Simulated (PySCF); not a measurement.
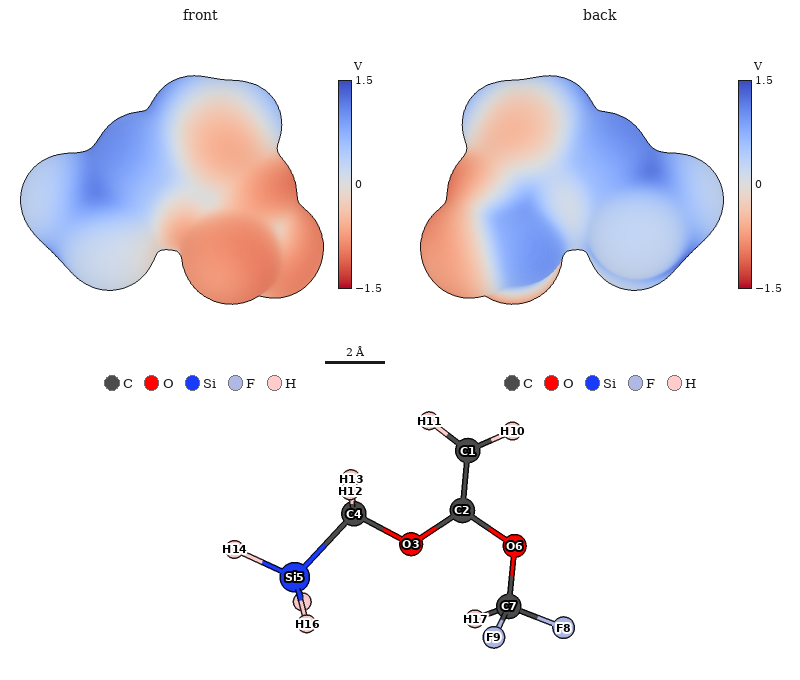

The picture shows: C$_{4}$H$_{8}$F$_{2}$O$_{2}$Si (SMILES C=C(OC[SiH3])OC(F)F). The electrostatic potential painted on the density surface at 0.001 e/bohr³, seen from the front and from behind; the colour scale runs from red (negative) to blue (positive). The bare structure is drawn below in the same view.

Geometry: GFN2-xTB.

Computed with PBE0/pcSseg-1, SCF density, gas phase, non-relativistic (PySCF 2.14.0).

```xyz
17

C     0.8965    2.1287    0.4758
C     0.9595    0.8406    0.1741
O    -0.0510   -0.0329   -0.0281
C    -1.3839    0.4320    0.1559
Si   -2.4751   -1.0953   -0.2122
O     2.2009    0.2453    0.0376
C     2.2532   -1.0506   -0.3446
F     3.4955   -1.2924   -0.7883
F     2.0631   -1.8913    0.7026
H     1.8055    2.6806    0.6008
H    -0.0327    2.6443    0.6053
H    -1.5057    0.8023    1.1783
H    -1.5812    1.2664   -0.5242
H    -3.8630   -0.7062    0.0405
H    -2.2818   -1.4469   -1.6190
H    -2.0402   -2.1757    0.6663
H     1.5335   -1.3368   -1.1309
```

> Which sites attract a positive test charge, and which a negative one?

A positive charge is drawn to the negative regions and a negative charge to the positive ones. The most negative region (about −0.9 V) lies over O6 and F9, the most positive (about +1.1 V) over C4 and Si5.

> What dipole moment does the calculation give?

Its dipole moment is 3.93 D.
